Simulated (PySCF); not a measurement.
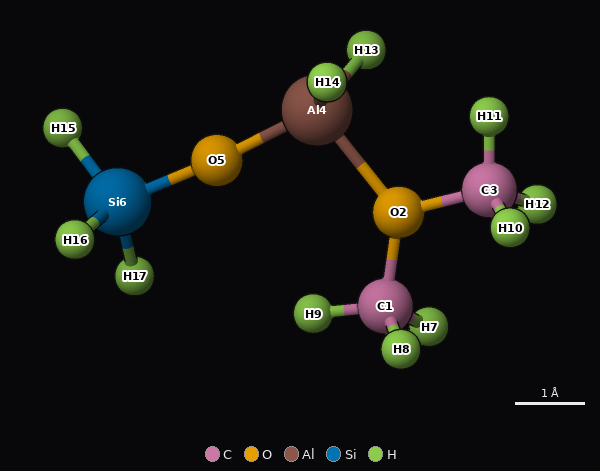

Fig. 1: The structure (ball-and-stick view, seen at a tilt; atoms are numbered from 1 in the order of the input). Sticks mark near contacts.

# Excited-state calculation, with input and output: C2H11AlO2Si

System: C2H11AlO2Si.
Method: TDDFT PW91/def2-SVPD, vertical, gas phase, core orbitals frozen in the response (PySCF 2.14.0).

The geometry comes from this level: GFN2-xTB. It belongs to a series of runs on one base structure; here: PW91/def2-SVPD; 12 states.

### Input file
```
{"job": {"kind": "uv", "xc": "PW91", "basis": "def2-SVPD", "nstates": 12, "ntriplets": 0, "tda": false}, "charge": 0, "multiplicity": 1}
C     -0.844448     1.406622     0.417308
O     -1.055844     0.061378     0.047941
C     -2.412518    -0.309889    -0.024077
Al     0.146977    -1.346976    -0.381344
O      1.643508    -0.582739    -0.176343
Si     3.123876     0.050013    -0.005218
H     -1.305887     2.083845    -0.307949
H     -1.255075     1.603211     1.412387
H      0.233221     1.556694     0.427881
H     -2.900649    -0.189800     0.946943
H     -2.420980    -1.360127    -0.311547
H     -2.938723     0.282104    -0.777999
H     -0.315594    -1.612533    -1.844546
H     -0.279990    -2.359364     0.722515
H      4.053894    -0.700849    -0.846578
H      3.478059    -0.027709     1.414102
H      3.043176     1.458150    -0.424462
```

The first line tells a small driver script what to run in PySCF; the rest is the geometry in Å.

Launched with:
```bash
OMP_NUM_THREADS=1 python <driver script> task.json out
```

### Output
```
coarse grid: 14416 points
cycle   1  E = -764.4453551911  dE =  3.956e-01  |g| = 1.028e+00  |ddm| = 7.060e+00
cycle   2  E = -762.9414121392  dE =  1.504e+00  |g| = 2.733e+00  |ddm| = 3.858e+00
cycle   3  E = -764.6405956379  dE = -1.699e+00  |g| = 2.613e-01  |ddm| = 3.117e+00
cycle   4  E = -764.6488379207  dE = -8.242e-03  |g| = 2.203e-01  |ddm| = 6.048e-01
cycle   5  E = -764.6577427817  dE = -8.905e-03  |g| = 5.721e-02  |ddm| = 2.282e-01
cycle   6  E = -764.6584385920  dE = -6.958e-04  |g| = 1.435e-02  |ddm| = 8.282e-02
cycle   7  E = -764.6584857138  dE = -4.712e-05  |g| = 2.688e-03  |ddm| = 2.003e-02
cycle   8  E = -764.6584874280  dE = -1.714e-06  |g| = 5.008e-04  |ddm| = 5.526e-03
final grid: 127744 points
cycle   9  E = -764.8086032809  dE = -5.558e-05  |g| = 1.264e-02  |ddm| = 2.011e-01
cycle  10  E = -764.8085200118  dE =  8.327e-05  |g| = 2.427e-02  |ddm| = 3.769e-02
cycle  11  E = -764.8086335028  dE = -1.135e-04  |g| = 3.279e-03  |ddm| = 2.434e-02
cycle  12  E = -764.8086359280  dE = -2.425e-06  |g| = 3.998e-04  |ddm| = 4.019e-03
cycle  13  E = -764.8086359511  dE = -2.308e-08  |g| = 2.246e-04  |ddm| = 7.055e-04
cycle  14  E = -764.8086359609  dE = -9.807e-09  |g| = 4.152e-05  |ddm| = 2.747e-04
cycle  15  E = -764.8086359613  dE = -4.068e-10  |g| = 5.940e-06  |ddm| = 8.484e-05
```

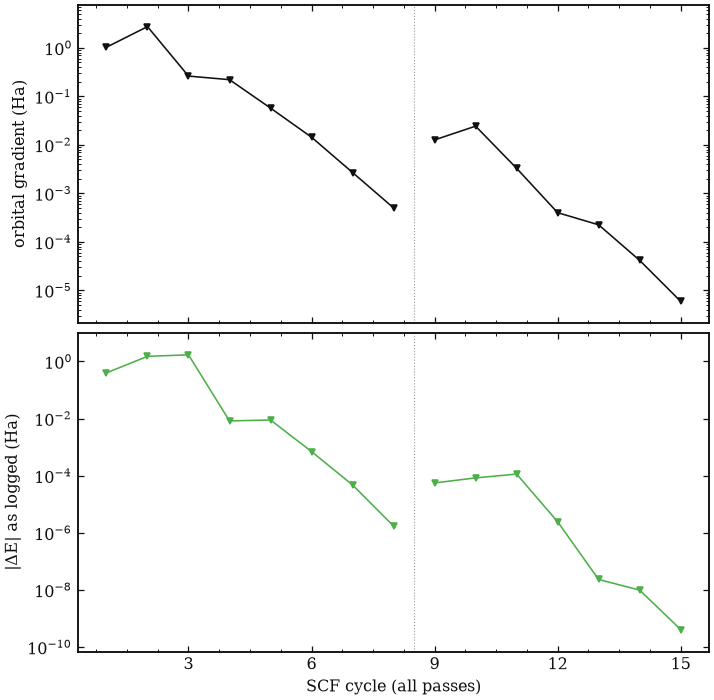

Fig. 2: Convergence of the self-consistent field: orbital gradient and size of the energy change against the SCF cycle. The dotted line marks the change from a coarse to the final integration grid. The first 8 cycles use a coarse grid, the final grid takes over at cycle 9, and the field converges after 15 cycles in all.

```
converged SCF energy = -764.8086359613

Static polarisability (au): isotropic 90.840, principal 81.517 88.885 102.117

Singlet excitations
state   eV       nm        f      main configurations
  1   5.1181    242.2   0.01030   H->L 1.00
  2   5.4489    227.5   0.00055   H->L+1 1.00
  3   5.6998    217.5   0.00305   H->L+2 1.00
  4   6.0672    204.4   0.00085   H-1->L 0.99
  5   6.0934    203.5   0.00034   H->L+3 0.99
  6   6.2208    199.3   0.00233   H-2->L 0.99
  7   6.3256    196.0   0.03285   H->L+4 0.98
  8   6.4161    193.2   0.01420   H-1->L+1 0.99
  9   6.5349    189.7   0.00669   H-2->L+1 0.49, H->L+5 0.46
 10   6.5866    188.2   0.00738   H-2->L+1 0.49, H->L+5 0.42
 11   6.6306    187.0   0.00777   H->L+6 0.93
 12   6.6694    185.9   0.04127   H-1->L+2 0.95
```

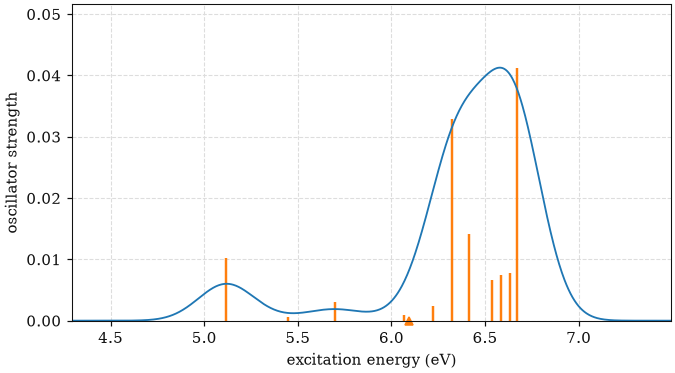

Fig. 3: Computed excitations as sticks (degenerate states added up, dark ones marked on the axis), with a Gaussian envelope of 0.35 eV full width at half maximum, scaled to the tallest. Of the 12 states the lowest lies at 5.12 eV (f = 0.010); the strongest line is at 6.67 eV, or 186 nm (f = 0.041).

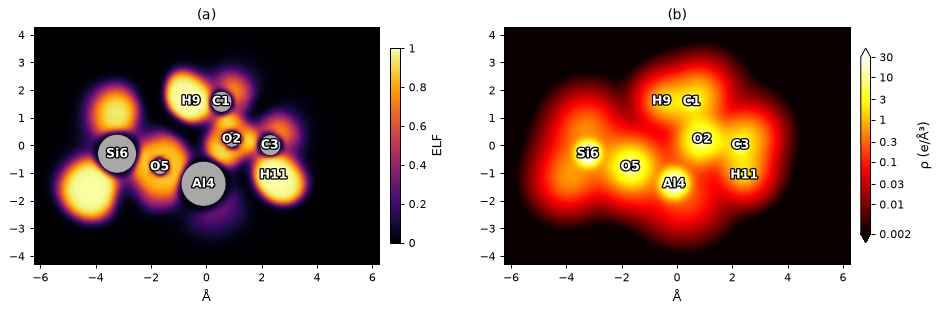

Fig. 4: (a) ELF; (b) electron density on the plane of atoms O2, Al4 and O5. Grey discs, where drawn, cover atomic cores.

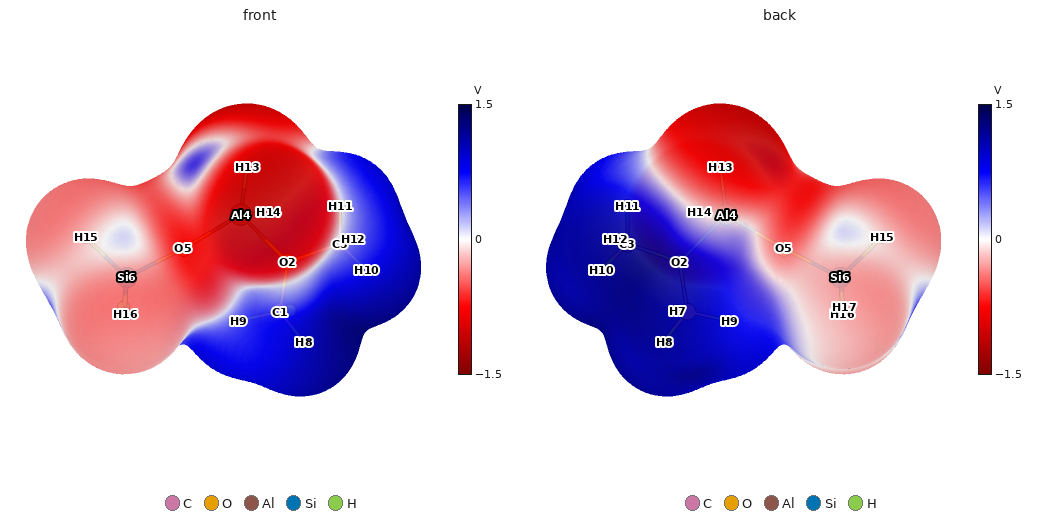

Fig. 5: The electrostatic potential painted on the density surface at 0.001 e/bohr³, seen at a tilt and from behind; red is negative and blue positive. Its dipole moment is 5.20 D.

### Key numbers

- outcome: converged
- total energy: −764.808636 hartree
- HOMO: −5.82 eV
- LUMO: −0.72 eV
- dipole moment: 5.20 D
- mean polarisability: 90.84 a.u.
- lowest excitation: 5.12 eV
- hardware: 1 CPU thread, shared host
- wall time: 80 s
- peak memory: 0.73 GiB

### Remarks

Settings chosen away from the usual ones: PW91/def2-SVPD; 12 states.
